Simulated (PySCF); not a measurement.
**GeH (doublet): density, localisation and related maps**

```json
{"atom": "Ge", "x (Å)": "0.0000", "y (Å)": "0.0000", "z (Å)": "-0.0217"}
{"atom": "H", "x (Å)": "0.0000", "y (Å)": "0.0000", "z (Å)": "1.5883"}
```

All numbers below come from PBE0/aug-cc-pVDZ(-PP), non-relativistic Hamiltonian with scalar-relativistic core potentials where named, at a bond length of 1.610 Å in PySCF 2.14.0.

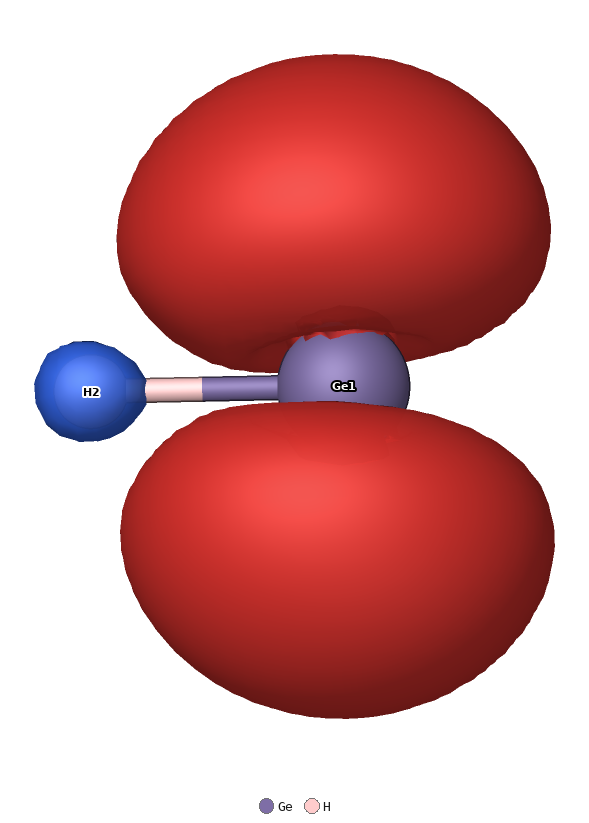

Figure 1. Isosurfaces of the spin density at +0.015 (red) and −0.015 e/Å³ (blue), seen from one side.

Q: Describe the spin distribution.

A: The unpaired spin (1 electron) lies mostly on Ge1 (about 1.0), in electrons by Hirshfeld's partition.

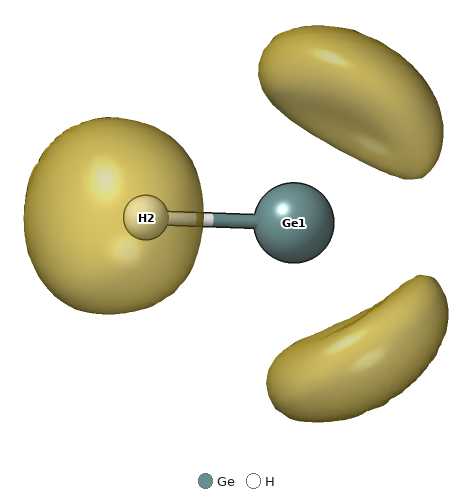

Figure 2. Isosurface of the electron localisation function at 0.9 (yellow), seen from one side. Only the valence region is drawn (cores and ρ < 0.01 e/Å³ removed).

Q: Describe the localisation domains.

A: At this value the surface marks out one region around a hydrogen nucleus and two lobes on Ge, pointing away from the bonds (non-bonding electrons).


Ge–H (1.61 Å): the ELF climbs to about 1 towards the hydrogen.

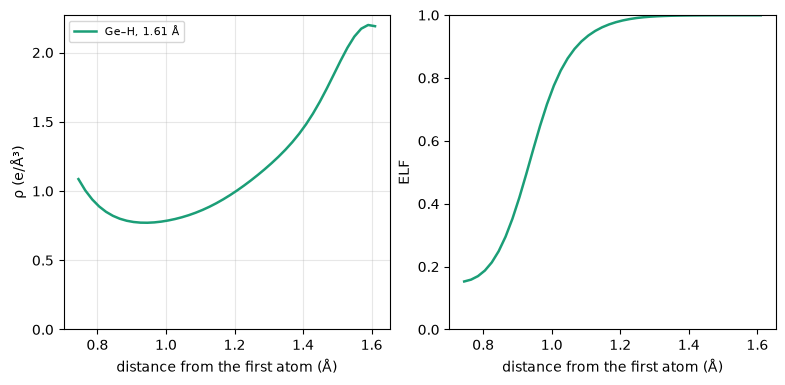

Figure 3. Total electron density and ELF along straight lines between neighbouring atoms. The curves leave out the atomic cores.

Q: What can be read from the curves?

A: Ge–H (1.61 Å): ρ is about 0.89 e/Å³ halfway; the ELF climbs to about 1 towards the hydrogen.
